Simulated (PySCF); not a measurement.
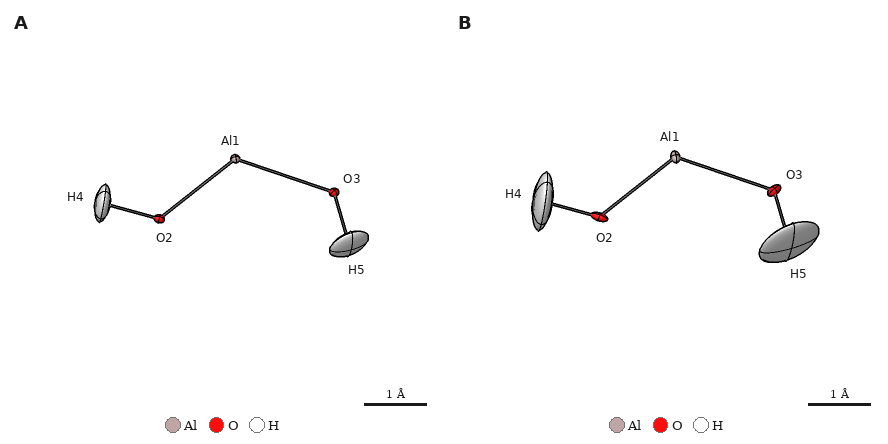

Displacement ellipsoids at the 50 % level, from the internal vibrations of the free molecule (harmonic, no overall translation or rotation; no half-axis is drawn under 0.075 Å). State: neutral, doublet. Vibrations computed with UKS-based PBE0, Al def2-TZVP, O def2-TZVP, H def2-TZVP; non-relativistic; density fitting (PySCF 2.14.0). One panel is for 298 K, the other for 900 K.

Question: Which panel is for 900 K?

Answer: B.

Question: How much does the mean-square displacement of H5 grow, and why?

Answer: U_eq goes from 0.0408 to 0.1007 Å², a factor of 2.5. Modes below kT (626 cm⁻¹ at 900 K) grow about in proportion to T, and the lowest lies at 216 cm⁻¹; the mean-square amplitude of a mode is its zero-point value times coth(ħω/2kT), which comes close to 1 only above about 3kT.
